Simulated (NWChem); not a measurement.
# [NO2]+ (SMILES O=[N+]=O): M06-2X/MIDI!

What is the vertical ionisation energy of [NO2]+ at M06-2X/MIDI!? 

The calculation is run with NWChem 7.3.0.

1 further run of the same task is left out (set aside as unsound or not needed).

## Step 1: The system as given

[NO2]+ has 3 atoms, charge +1, and is taken as a singlet. SMILES: `O=[N+]=O`. Geometry: relaxed at PBE0-D4/def2-TZVP.

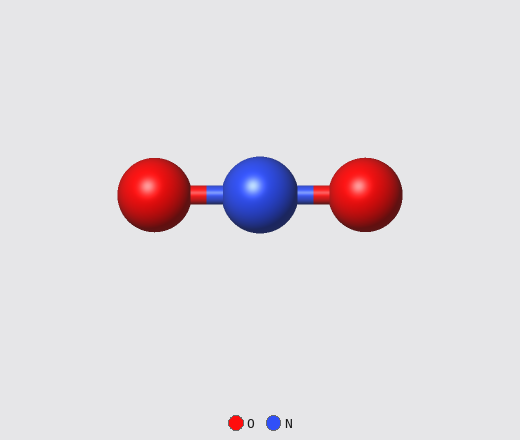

The structure, seen from a chosen angle (oxygen red, nitrogen blue).

## Step 2: The energy at M06-2X/MIDI!

Contents of test.nw:

```
start test
memory total 2200 mb
charge 1
geometry noautosym nocenter noautoz
O     -0.572980     0.927020    -0.209580
N     -0.000010    -0.000010     0.000000
O      0.572990    -0.927010     0.209580
end
basis "ao basis" spherical bse
* library "MIDI!"
end
dft
xc m06-2x
grid fine
convergence energy 1e-08
iterations 100
mulliken
noprint "final vectors analysis"
end
task dft
```

Started as:

```
$ nwchem test.nw > test.out
```

Log, cut to the lines that bear on the results:

```text
[...]
          Wavefunction type:  closed shell.
          No. of atoms     :     3
          No. of electrons :    22
[...]
          Charge           :     1
          Spin multiplicity:     1
[...]
          AO basis - number of functions:    42
[...]
              XC Information
              --------------
                       M06-2X Method XC Functional
                     Hartree-Fock (Exact) Exchange  0.540
                        M06-2X Exchange Functional  1.000
                      M06-2X Correlation Potential  1.000
[...]
 d= 0,ls=0.0,diis     1   -203.3726844502 -2.72D+02  2.31D-02  1.44D+00     0.2
[...]
 d= 0,ls=0.0,diis     7   -203.4918236834 -9.03D-10  4.77D-06  2.15D-07     0.9
         Total DFT energy =     -203.491823683429
      One electron energy =     -404.721826610834
           Coulomb energy =      155.869708024461
    Exchange-Corr. energy =      -23.303872241749
 Nuclear repulsion energy =       68.664167144692
[...]
      Total Density - Mulliken Population Analysis
     ---------------------------------------------
    Atom       Charge   Shell Charges
 -----------   ------   -------------------------------------------------------
    1 O    8     8.01   1.99  1.08  0.83  1.95  2.09  0.07
    2 N    7     5.98   1.99  0.96  0.20  1.69  0.98  0.17
    3 O    8     8.01   1.99  1.08  0.83  1.95  2.09  0.07
[...]
```

It took 1.5 s on 1 thread of Intel Xeon 6975P-C (Granite Rapids), shared host; peak memory 0.11 GiB.

## Step 3: Doublet [NO2]2+

Contents of mymol.nw:

```
start mymol
title "NO2 M06-2X"
memory stack 880 mb heap 220 mb global 1100 mb
charge 2

geometry noautosym nocenter noautoz
 O     -0.572980     0.927020    -0.209580
 N     -0.000010    -0.000010     0.000000
 O      0.572990    -0.927010     0.209580
end

basis spherical bse
 * library "MIDI!"
end

dft
 xc m06-2x
 mult 2
 grid fine
 convergence energy 1e-08
 maxiter 100
 mulliken
 print low
end

task dft energy
```

Started as:

```
$ nwchem mymol.nw > mymol.out
```

Log, cut to the lines that bear on the results:

```text
[...]
 d= 0,ls=0.0,diis     1   -202.4996999181 -2.71D+02  7.68D-03  2.20D-01     0.3
[...]
 d= 0,ls=0.0,diis    11   -202.5815235985 -8.43D-10  3.38D-07  3.81D-10     2.3
[...]
         Total DFT energy =     -202.581523598468
      One electron energy =     -394.984589557841
           Coulomb energy =      146.565962650944
    Exchange-Corr. energy =      -22.827063836263
 Nuclear repulsion energy =       68.664167144692
[...]
      Total Density - Mulliken Population Analysis
     ---------------------------------------------
    Atom       Charge   Shell Charges
 -----------   ------   -------------------------------------------------------
    1 O    8     7.58   1.99  1.17  0.73  1.85  1.75  0.08
    2 N    7     5.84   1.99  0.97  0.15  1.71  0.88  0.14
    3 O    8     7.58   1.99  1.17  0.73  1.85  1.75  0.08
[...]
      <S2> =      0.7891 (Exact =     0.7500)
[...]
```

Wall time 2.9 s (1 thread of Intel Xeon 6975P-C (Granite Rapids), shared host); peak memory 0.11 GiB.

## Step 4: Summary of results

Level: M06-2X/MIDI!.

| quantity | value |
| --- | --- |
| singlet [NO2]+: total energy | -203.49182 Eh |
| doublet [NO2]2+: total energy | -202.58152 Eh |
| doublet [NO2]2+: ⟨S²⟩ | 0.789 |
| vertical ionisation energy (to the doublet dication) | 24.771 eV |

In words: Removing an electron at fixed nuclei costs 24.77 eV (2390 kJ/mol).
